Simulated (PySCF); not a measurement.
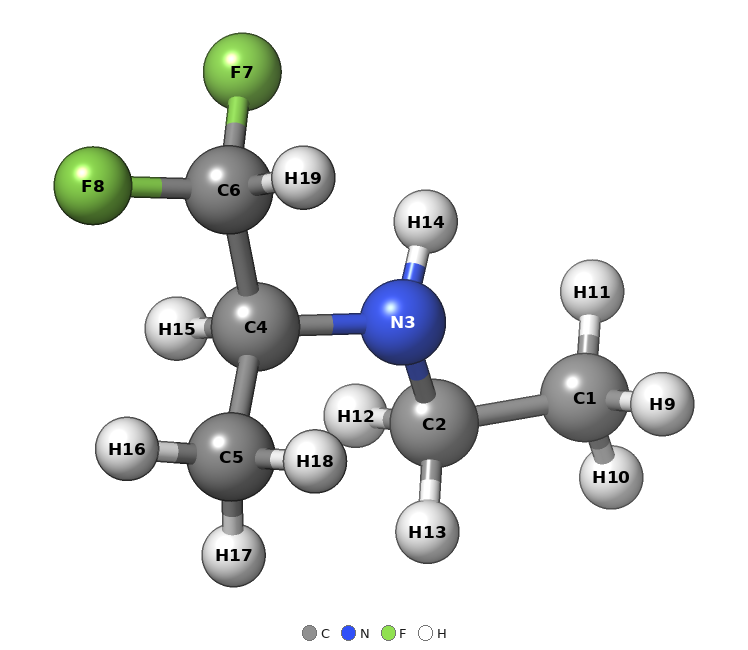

Computed geometry: GFN2-xTB optimisation. No frequency run is at hand to confirm it as a minimum. Electric field gradients from the ground-state density, PBE0/pcSseg-1 (PySCF 2.14.0), non-relativistic apart from any core potentials.

Give the largest field-gradient component, the quadrupole coupling constant and the asymmetry for 14N at N3 (Q = 20.44 mb).

```tsv
atom	V_zz (a.u.)	e²qQ/h (MHz)	η
N3	−1.213	−5.83	0.12
```
